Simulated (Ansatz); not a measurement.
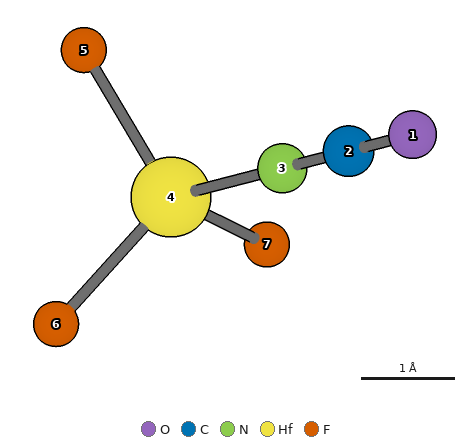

The structure as given in the input (ball-and-stick view, seen at a tilt; atoms are numbered from 1 in the order of the input). Sticks mark near contacts. Bond lengths as drawn: C–N 1.20 Å, C–O 1.16 Å, F–Hf 1.90 Å and Hf–N 2.02 Å.

CF3HfNO: single-point calculation

- system: CF3HfNO
- method: RKS PBE0-D4/def2-TZVPP (Ansatz 0.2.0)

The geometry comes from this level: PBE0-D4/def2-TZVP.

### The input
```yaml
crystal:
  periodic: [false, false, false]
  atoms:
    - {symbol: O, position_ang: [1.850685, -2.027617, 1.806780]}
    - {symbol: C, position_ang: [1.196950, -1.311269, 1.168761]}
    - {symbol: N, position_ang: [0.519195, -0.568578, 0.507290]}
    - {symbol: Hf, position_ang: [-0.620233, 0.679549, -0.605566]}
    - {symbol: F, position_ang: [0.470353, 2.016821, -1.391251]}
    - {symbol: F, position_ang: [-1.925791, 1.508150, 0.491676]}
    - {symbol: F, position_ang: [-1.491170, -0.297046, -1.977690]}
basis:
  gaussian: {orbitals: def2-TZVPP}
hamiltonian: {xc: pbe0, dispersion: d4}
output: {orbitals: {seedname: orbitals}}
```

Machine: 4 threads of AMD EPYC, 180 GiB of memory available, shared host.

Command:
```bash
ansatz run in.yaml --threads 4 --pin off --events-out ev --progress --plain --max-ram 10444MiB
```

### What the program printed
```
Functional definition: PBE0
  name "PBE0"
  cite "Adamo & Barone, J. Chem. Phys. 110, 6158 (1999) doi:10.1063/1.478522"
  cite "Perdew, Burke & Ernzerhof, Phys. Rev. Lett. 77, 3865 (1996) doi:10.1103/PhysRevLett.77.3865"
  parent pbe
  parameter a = 0.25
  parameter kappa = 0.804
  parameter beta = 0.06672455060314922
  exchange = (1 - a)*pbe_x(kappa = kappa, mu = beta*pi^2/3) + a*exact_x
  correlation = pbe_c(beta = beta)
1358 factors; their error is unknown
mean field evaluation 1: about -14021.3090 eV, gradient 8.6e1 eV
mean field evaluation 2: about -13990.7867 eV, gradient 1.6e2 eV
mean field evaluation 4: about -14032.4334 eV, gradient 1.2e1 eV
mean field evaluation 8: about -14032.6994 eV, gradient 9.5e-2 eV
mean field evaluation 16: about -14032.7655 eV, gradient 4.3e-5 eV
mean field -14032.76549992 eV, -515.6946203720 hartree, gradient 4.3e-5 eV, S^2 0.000000; 0 other end points of the search recorded, 0 dependent functions left out
reference -14032.76553598 eV, -515.6946216971 hartree; 30, 30 occupied and 212, 212 virtual orbitals, 1358 factors
Total energy: -14032.88632766 eV, -515.6990607095 hartree
```

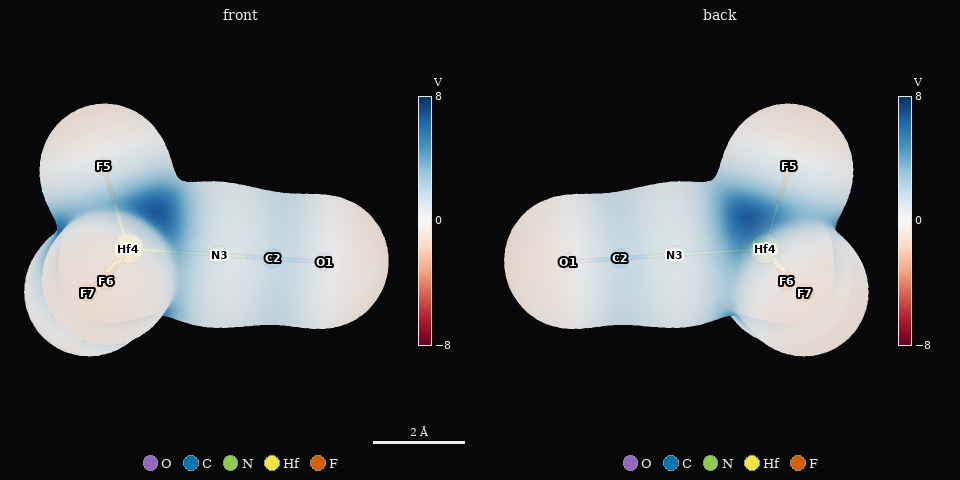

The electrostatic potential painted on the density surface at 0.004 e/bohr³, seen at a tilt and from behind; red is negative and blue positive.

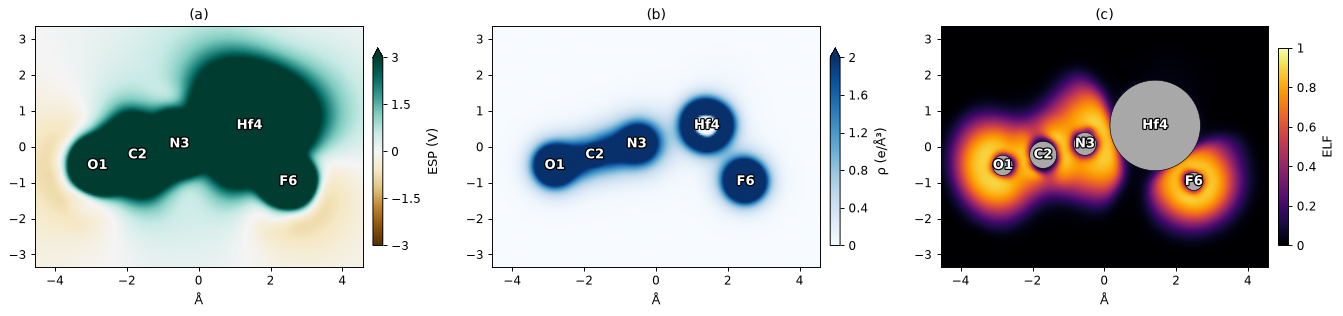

(a) electrostatic potential; (b) electron density; (c) ELF on the plane of atoms N3, Hf4 and F6. Grey discs, where drawn, cover atomic cores. The section cuts through O, C, N, Hf and F sites. C–N (1.20 Å): ρ at the midpoint is about 3.2 e/Å³; the ELF peaks at about 0.85 between the atoms; a double or triple bond. Hf–N (2.02 Å): ρ is about 0.77 e/Å³ halfway; the ELF peaks at about 0.85 in the valence shell of N, 0.6 Å from its nucleus, and drops to about 0.20 between the two atoms.

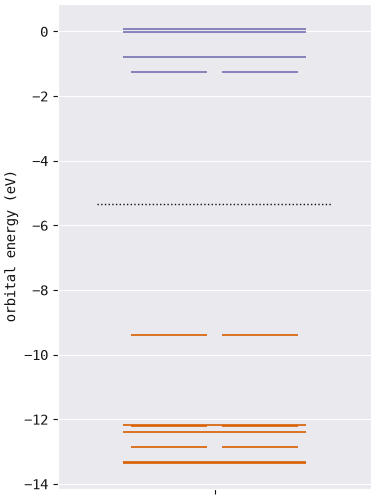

Orbital energies near the frontier; the dotted line parts filled from empty levels, and levels within 0.02 eV of each other stand side by side. Highest filled −9.39 eV, lowest empty −1.27 eV, 8.12 eV apart.

### Summary

```json
{"quantity": "outcome", "value": "converged"}
{"quantity": "total energy", "value": "−14032.8863 eV"}
{"quantity": "mean-field energy", "value": "−14032.7655 eV"}
{"quantity": "dispersion energy", "value": "−0.1208 eV"}
{"quantity": "SCF solution under orbital rotations", "value": "stable"}
{"quantity": "HOMO", "value": "−9.39 eV"}
{"quantity": "LUMO", "value": "−1.27 eV"}
{"quantity": "wall time", "value": "7 s (CPU time 23 s)"}
{"quantity": "peak memory", "value": "0.63 GiB"}
```
